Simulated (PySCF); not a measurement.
# C6H10B (SMILES BC#C[C@H](C)C[CH2]) (doublet): what the fields show

```json
{"atom": "B", "x (Å)": "3.6795", "y (Å)": "-0.6674", "z (Å)": "0.3340"}
{"atom": "C", "x (Å)": "2.1967", "y (Å)": "-0.5104", "z (Å)": "0.3399"}
{"atom": "C", "x (Å)": "0.9895", "y (Å)": "-0.4015", "z (Å)": "0.3547"}
{"atom": "C", "x (Å)": "-0.4459", "y (Å)": "-0.2473", "z (Å)": "0.3360"}
{"atom": "C", "x (Å)": "-1.0843", "y (Å)": "-1.1737", "z (Å)": "-0.6994"}
{"atom": "C", "x (Å)": "-0.7997", "y (Å)": "1.2534", "z (Å)": "0.0368"}
{"atom": "C", "x (Å)": "-2.2408", "y (Å)": "1.5025", "z (Å)": "0.0866"}
{"atom": "H", "x (Å)": "4.3397", "y (Å)": "0.0331", "z (Å)": "1.0006"}
{"atom": "H", "x (Å)": "4.1708", "y (Å)": "-1.4906", "z (Å)": "-0.3381"}
{"atom": "H", "x (Å)": "-0.8352", "y (Å)": "-0.4904", "z (Å)": "1.3321"}
{"atom": "H", "x (Å)": "-0.7280", "y (Å)": "-0.9280", "z (Å)": "-1.6977"}
{"atom": "H", "x (Å)": "-2.1667", "y (Å)": "-1.0661", "z (Å)": "-0.6776"}
{"atom": "H", "x (Å)": "-0.8275", "y (Å)": "-2.2098", "z (Å)": "-0.4883"}
{"atom": "H", "x (Å)": "-0.2800", "y (Å)": "1.8468", "z (Å)": "0.7969"}
{"atom": "H", "x (Å)": "-0.3926", "y (Å)": "1.5037", "z (Å)": "-0.9442"}
{"atom": "H", "x (Å)": "-2.8245", "y (Å)": "1.5796", "z (Å)": "-0.8096"}
{"atom": "H", "x (Å)": "-2.7577", "y (Å)": "1.4781", "z (Å)": "1.0275"}
```

Geometry: GFN2-xTB.

Computed with UKS B3LYP, pcH-1 on B C H, non-relativistic, mean-field spin-orbit, GIAO in PySCF 2.14.0, density-fitted response routines.

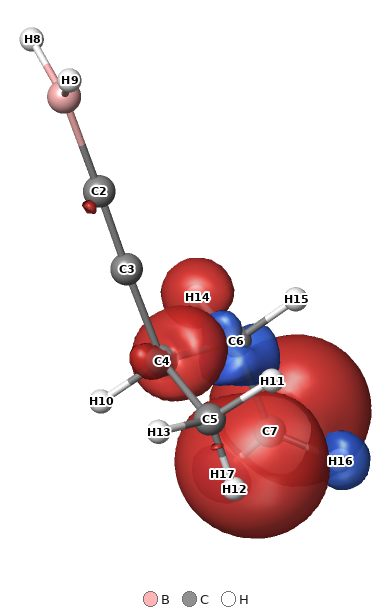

Figure 1. Isosurfaces of the spin density at +0.015 (red) and −0.015 e/Å³ (blue), seen at an oblique angle.

**Describe the spin distribution.**

The unpaired spin (1 electron) lies mostly on C7 (about 0.7), in electrons by Hirshfeld's partition.

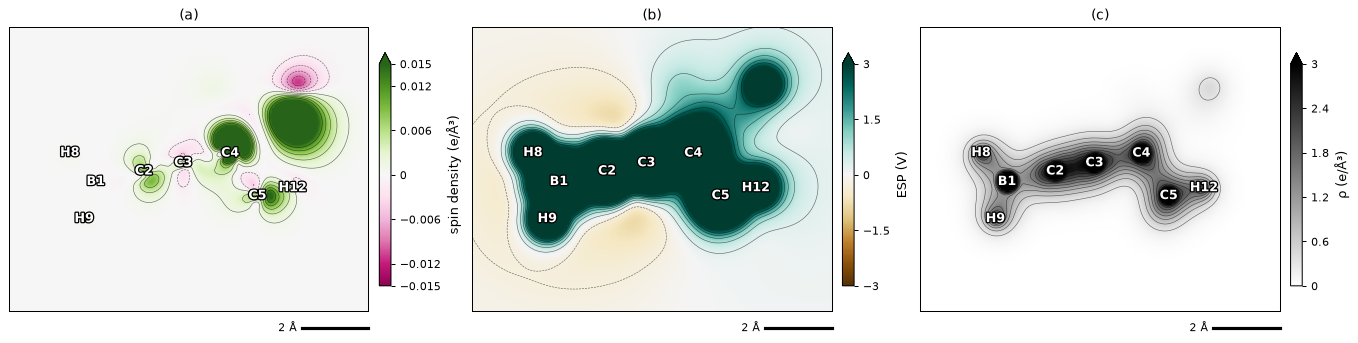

Figure 2. (a) spin density (α minus β); (b) molecular electrostatic potential; (c) electron density on the plane of atoms H8, B1 and H9.

**What do the fields say about this system?**

The plane passes through B, C and H nuclei.
C–C (1.21 Å): ρ at the midpoint is about 2.8 e/Å³.
C–B (1.49 Å): ρ is about 1.5 e/Å³ halfway.
C–H (1.09 Å): ρ at the midpoint is about 2 e/Å³.
B–H (1.17 Å): the density is about 1.3 e/Å³ at the midpoint.

Outside the dense part of the molecule the potential is most negative (−0.8 V) near C2.

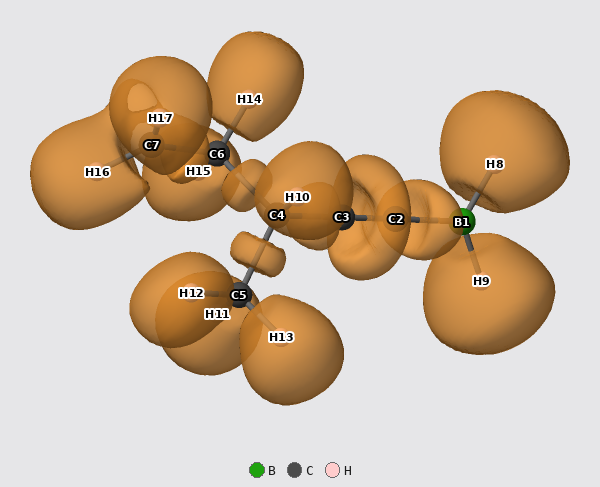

Figure 3. Isosurface of the ELF at 0.75 (orange), seen at a tilt. Only the valence region is drawn (cores and ρ < 0.01 e/Å³ removed).

**Describe the localisation domains.**

At this value the surface marks out one region between bonded B–C atoms (shared pairs), four regions between bonded C–C atoms (shared pairs), eight regions around hydrogen nuclei and one joined region spread over several atoms (C, H), in which their bonds and any lone pairs are merged.


C–C (1.21 Å): the ELF peaks at about 0.85 between the atoms: a multiple bond. C–B (1.49 Å): the ELF peaks at about 1 between the atoms, as expected for a covalent bond.

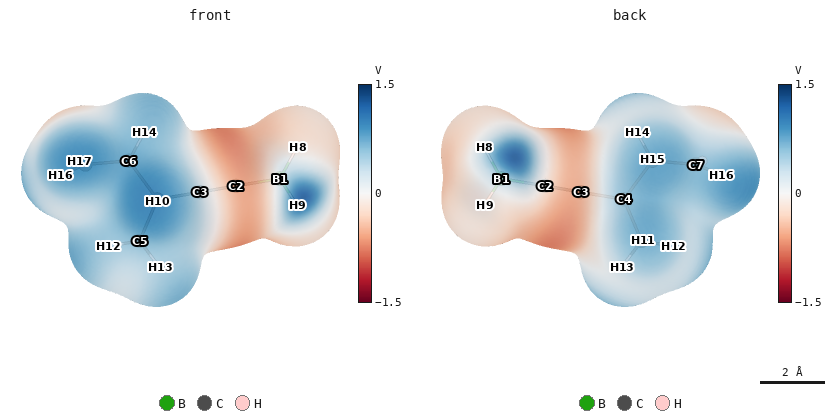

Figure 4. The molecular electrostatic potential painted on the density surface at 0.002 e/bohr³, seen from the front and from behind; the colour scale runs from red (negative) to blue (positive).

**Describe the electrostatic potential map.**

The most negative region (about −0.7 V, or −16 kcal/mol for a unit charge) lies over C2 and C3, the most positive (about +1.1 V, or +25 kcal/mol for a unit charge) over B1.
